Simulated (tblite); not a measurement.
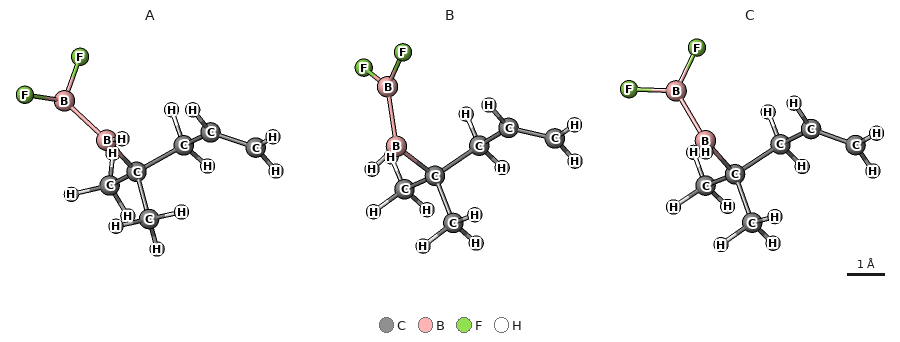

3 geometries from one relaxation of C₆H₁₂B₂F₂, in shuffled order. A ball-and-stick model, seen at a tilt.

Level of theory: GFN2-xTB geometry optimisation, gas phase in tblite. 

Question: Order the frames from highest to lowest energy.

Answer: A, C, B. They are steps 0, 116, 214, at +1.297 eV, +0.027 eV relative to the last. The largest move after the best rigid fit is that of an F atom, 2.21 Å. Largest moves by element: F 2.21 Å, H 1.66 Å, B 0.76 Å, C 0.29 Å. Near-neighbour distances that change, for instance: B–F 1.448 → 1.328 Å, C–C 1.499 → 1.549 Å, C–H 1.134 → 1.087 Å, C–C 1.461 → 1.496 Å. Bond angles that change, for instance: C–C–B 115.0° → 101.6°, C–C–B 105.7° → 114.9°, B–B–F 116.9° → 124.9°. Groups turn about C–C by about 25°. Over 214 geometry steps the energy falls by 1.297 eV. Cost: 2.9 s on 1 thread of Arm Neoverse N1, on a shared host.
